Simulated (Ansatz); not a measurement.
# doublet InSiH4F+ at 6 levels

Aim: a comparison of 6 runs (U-wB97M-V/def2-SVP, UBHLYP/def2-SVP, UCAM-B3LYP/def2-SVP, UHSE06/def2-SVP, UPBE-QIDH/def2-SVP, RPA@PBE0/def2-SVP) of doublet InSiH4F+. 

The calculation is run with Ansatz 0.2.0.

56 further runs of the same task are left out: 56 set aside as unsound or not needed.

## (1) The system as given

InSiH4F+: 7 atoms, total charge +1, spin state doublet. SMILES of the parent species: `[F][InH][SiH3]`. Geometry: relaxed at PBE0-D4/def2-TZVP. That shape belongs to the parent species and isn't relaxed for this state.

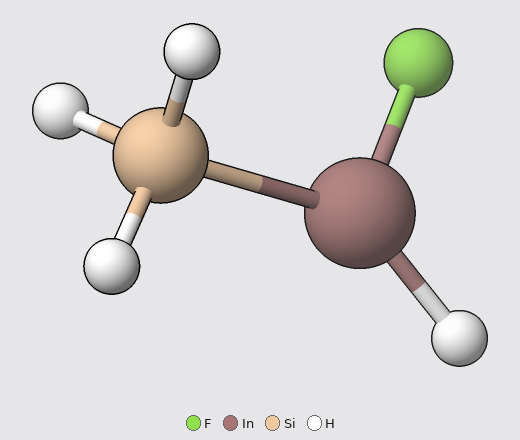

The structure, seen from a chosen angle (fluorine green, indium brown, silicon light orange, hydrogen white).

## (2) A single-point energy at U-wB97M-V/def2-SVP (core potential) (run 1)

molecule.yaml reads:

```yaml
basis:
  gaussian:
    orbitals: def2-SVP
crystal:
  periodic: [false, false, false]
  atoms:
    - symbol: F
      position_ang: [-0.196000, -2.340000, 1.298800]
    - symbol: In
      position_ang: [-0.756000, -1.164900, -0.176800]
    - symbol: Si
      position_ang: [0.528000, 1.043100, -0.028600]
    - symbol: H
      position_ang: [-1.937800, -1.965900, -1.125300]
    - symbol: H
      position_ang: [1.986000, 0.765900, -0.108800]
    - symbol: H
      position_ang: [0.226000, 1.696000, 1.272200]
    - symbol: H
      position_ang: [0.149800, 1.965800, -1.131400]
total_charge: 1
magnetization:
  spin_polarized: true
  initial_magnetization: 1
hamiltonian:
  xc: {name: wB97M-V}
accuracy: high
output: {orbitals: {seedname: orbitals}}
```

Launch:

```
ansatz run molecule.yaml --threads 1 --pin off --max-ram 3480MiB --events-out events.jsonl --progress --plain --runs-dir runs
```

Log:

```text
Warning: RAYON_NUM_THREADS=1 ignored (pool sized by the plan → 1); use --threads N
Functional definition: wB97M-V
  name "wB97M-V"
  parameter omega = 0.3/bohr
  parameter cx = 0.15
  parameter cx01 = 1.007
  parameter cx10 = 0.259
  parameter css00 = 0.443
  parameter css04 = -1.437
  parameter css10 = -4.535
  parameter css20 = -3.390
  parameter css43 = 4.278
  parameter cos00 = 1.000
  parameter cos10 = 1.358
  parameter cos20 = 2.924
  parameter cos21 = -8.812
  parameter cos60 = -1.390
  parameter cos61 = 9.142
  parameter b = 6.0
  parameter c = 0.01
  gx(w, u) = 1 - cx + cx01*u + cx10*w
  gss(w, u) = css00 + css04*u^4 + css10*w + css20*w^2 + css43*w^4*u^3
  gos(w, u) = cos00 + cos10*w + (cos20 + cos21*u)*w^2 + (cos60 + cos61*u)*w^6
  exchange = spin_sum(e_x_unif_sr(omega)*gx(b97_w, b97_u_x)) + cx*exact_x_sr(omega) + exact_x_lr(omega)
  correlation = spin_sum(e_c_pw_mod_same_spin*gss(b97_w, b97_u_same))
      + integral(e_c_pw_mod_opposite_spin*gos(b97_w_opposite, b97_u_opposite)) + vv10(b, c)
1767 factors; integrals over basis functions are off by at most 7.9e-9 eV
383 factors; integrals over basis functions are off by at most 2.2e-9 eV
mean field evaluation 1: about -15806.0661 eV, gradient 5.0e1 eV
mean field evaluation 2: about -15718.5956 eV, gradient 1.5e2 eV
mean field evaluation 4: about -15815.7138 eV, gradient 1.8e0 eV
mean field evaluation 8: about -15815.7977 eV, gradient 2.5e-1 eV
mean field evaluation 16: about -15815.7999 eV, gradient 6.0e-3 eV
mean field evaluation 32: about -15815.7999 eV, gradient 6.3e-7 eV
mean field -15815.79989578 eV, -581.2199258356 hartree, gradient 7.0e-8 eV, S^2 0.762291; 0 other end points of the search recorded, 0 dependent functions left out
reference -15815.79990138 eV, -581.2199260415 hartree; 24, 23 occupied and 54, 55 virtual orbitals, 1767 factors
Total energy: -15815.79990138 eV, -581.2199260415 hartree
```

Wall time 2.2 min (1 thread of Arm Neoverse V2, shared host); peak memory 1 GiB.

## (3) A single-point energy at UBHLYP/def2-SVP (core potential) (run 2)

run.yaml reads:

```yaml
crystal:
  periodic: [false, false, false]
  atoms:
    - symbol: F
      position_ang: [-0.196000, -2.340000, 1.298800]
    - symbol: In
      position_ang: [-0.756000, -1.164900, -0.176800]
    - symbol: Si
      position_ang: [0.528000, 1.043100, -0.028600]
    - symbol: H
      position_ang: [-1.937800, -1.965900, -1.125300]
    - symbol: H
      position_ang: [1.986000, 0.765900, -0.108800]
    - symbol: H
      position_ang: [0.226000, 1.696000, 1.272200]
    - symbol: H
      position_ang: [0.149800, 1.965800, -1.131400]
basis:
  gaussian:
    orbitals: def2-SVP
magnetization:
  spin_polarized: true
  initial_magnetization: 1
hamiltonian:
  xc: {name: BHLYP}
total_charge: 1
output: {orbitals: {seedname: orbitals}}
accuracy: high
```

Launch:

```
ansatz run run.yaml --threads 1 --pin off --max-ram 3480MiB --events-out events.jsonl --progress --plain --runs-dir runs
```

Log:

```text
Warning: RAYON_NUM_THREADS=1 ignored (pool sized by the plan → 1); use --threads N
Functional definition: BHLYP
  name "BHLYP"
  parameter a = 0.5
  exchange = (1 - a)*b88_x + a*exact_x
  correlation = lyp_c
1767 factors; integrals over basis functions are off by at most 7.9e-9 eV
mean field evaluation 1: about -15806.7726 eV, gradient 4.9e1 eV
mean field evaluation 2: about -15681.9937 eV, gradient 1.6e2 eV
mean field evaluation 4: about -15815.6669 eV, gradient 2.5e0 eV
mean field evaluation 8: about -15815.7510 eV, gradient 1.1e-1 eV
mean field evaluation 16: about -15815.7513 eV, gradient 1.8e-3 eV
mean field evaluation 32: about -15815.7513 eV, gradient 1.2e-7 eV
mean field -15815.75130852 eV, -581.2181402867 hartree, gradient 3.9e-8 eV, S^2 0.774090; 0 other end points of the search recorded, 0 dependent functions left out
reference -15815.75133875 eV, -581.2181413976 hartree; 24, 23 occupied and 54, 55 virtual orbitals, 1767 factors
Total energy: -15815.75133875 eV, -581.2181413976 hartree
```

Run time: 14 s. Hardware: 1 thread of Arm Neoverse V2, shared host; peak memory 0.37 GiB.

Runs 3 to 4 aren't shown in full; the table further down has their settings and results.

## (4) The energy at UPBE-QIDH/def2-SVP (core potential) (run 5)

molecule.yaml reads:

```yaml
crystal:
  periodic: [false, false, false]
  atoms:
    - {symbol: F, position_ang: [-0.196000, -2.340000, 1.298800]}
    - {symbol: In, position_ang: [-0.756000, -1.164900, -0.176800]}
    - {symbol: Si, position_ang: [0.528000, 1.043100, -0.028600]}
    - {symbol: H, position_ang: [-1.937800, -1.965900, -1.125300]}
    - {symbol: H, position_ang: [1.986000, 0.765900, -0.108800]}
    - {symbol: H, position_ang: [0.226000, 1.696000, 1.272200]}
    - {symbol: H, position_ang: [0.149800, 1.965800, -1.131400]}
basis:
  gaussian:
    orbitals: def2-SVP
total_charge: 1
magnetization:
  spin_polarized: true
  initial_magnetization: 1
hamiltonian:
  xc: {name: PBE-QIDH}
correlation:
  frozen_orbitals: {F: 1, H: 0, In: 4, Si: 5}
accuracy: high
output:
  orbitals: {seedname: orbitals}
```

Launch:

```
ansatz run molecule.yaml --threads 1 --pin off --max-ram 3480MiB --events-out events.jsonl --progress --plain --runs-dir runs
```

Log, shortened:

```text
Warning: RAYON_NUM_THREADS=1 ignored (pool sized by the plan → 1); use --threads N
Functional definition: PBE-QIDH
  name "PBE-QIDH"
[...]
1767 factors; integrals over basis functions are off by at most 7.9e-9 eV
[...]
mean field -15797.96463394 eV, -580.5644920523 hartree, gradient 6.7e-8 eV, S^2 0.784022; 2 other end points of the search recorded, 0 dependent functions left out
10 core orbitals not correlated: weight in the atoms' cores, before any rotation towards them, 1.000 or more for the frozen orbitals, at most 0.000 for the correlated occupied ones
reference -15797.96463541 eV, -580.5644921064 hartree; 14, 13 occupied and 54, 55 virtual orbitals, 1767 factors
second order -11.45330356 eV of doubles, -0.00000000 eV of singles
Total energy: -15801.78240327 eV, -580.7047924872 hartree
```

Wall time 20 s (1 thread of Arm Neoverse V2, shared host); peak memory 0.5 GiB.

## (5) The energy at RPA@PBE0/def2-SVP (core potential) (run 6)

job.yaml reads:

```yaml
crystal:
  periodic: [false, false, false]
  atoms:
    - {symbol: F, position_ang: [-0.196000, -2.340000, 1.298800]}
    - {symbol: In, position_ang: [-0.756000, -1.164900, -0.176800]}
    - {symbol: Si, position_ang: [0.528000, 1.043100, -0.028600]}
    - {symbol: H, position_ang: [-1.937800, -1.965900, -1.125300]}
    - {symbol: H, position_ang: [1.986000, 0.765900, -0.108800]}
    - {symbol: H, position_ang: [0.226000, 1.696000, 1.272200]}
    - {symbol: H, position_ang: [0.149800, 1.965800, -1.131400]}
basis:
  gaussian:
    orbitals: def2-SVP
magnetization:
  spin_polarized: true
  initial_magnetization: 1
correlation:
  method: rpa
  frozen_orbitals: {F: 1, H: 0, In: 4, Si: 5}
accuracy: high
total_charge: 1
hamiltonian:
  xc: {name: PBE0}
```

Launch:

```
ansatz run job.yaml --threads 1 --pin off --max-ram 3480MiB --events-out events.jsonl --progress --plain --runs-dir runs
```

Log, shortened:

```text
Warning: RAYON_NUM_THREADS=1 ignored (pool sized by the plan → 1); use --threads N
Functional definition: PBE0
  name "PBE0"
[...]
1767 factors; integrals over basis functions are off by at most 7.9e-9 eV
[...]
mean field -15813.11168881 eV, -581.1211360518 hartree, gradient 4.7e-8 eV, S^2 0.762565; 0 other end points of the search recorded, 0 dependent functions left out
10 core orbitals not correlated: weight in the atoms' cores, before any rotation towards them, 1.000 or more for the frozen orbitals, at most 0.000 for the correlated occupied ones
reference -15765.12464206 eV, -579.3576446103 hartree; 14, 13 occupied and 54, 55 virtual orbitals, 1767 factors
Total energy: -15781.17308439 eV, -579.9474139879 hartree
```

Wall time 18 s (1 thread of Arm Neoverse V2, shared host); peak memory 0.47 GiB.

## (6) Overview of the runs

| run | level | frozen core orbitals | energy (Eh) | HOMO energy (eV) | LUMO energy (eV) | ⟨S²⟩ | wall time |
| --- | --- | --- | --- | --- | --- | --- | --- |
| 1 | U-wB97M-V/def2-SVP (core potential) | – | -581.219926 | -16.59 | -10.29 | 0.762 | 2.2 min |
| 2 | UBHLYP/def2-SVP (core potential) | – | -581.218141 | -15.95 | -11.24 | 0.774 | 14 s |
| 3 | UCAM-B3LYP/def2-SVP (core potential) | – | -581.293458 | -15.99 | -10.99 | 0.768 | 15 s |
| 4 | UHSE06/def2-SVP (core potential) | – | -581.109330 | -14.34 | -12.30 | 0.762 | 13 s |
| 5 | UPBE-QIDH/def2-SVP (core potential) | 10 | -580.704792 | -16.88 | -10.42 | 0.784 | 20 s |
| 6 | RPA@PBE0/def2-SVP (core potential) | 10 | -579.947414 | – | – | 0.763 | 18 s |

## (7) Outcome

| quantity | value |
| --- | --- |
| run 6: total energy | -579.94741 Eh |
| run 6: RPA correlation energy (valence) | -589.8 mEh |
| run 6: ⟨S²⟩ of the reference determinant | 0.763 |

What this shows: Totals of different functionals can't be ranked against each other. All runs together took 3.5 min, the longest 2.2 min.
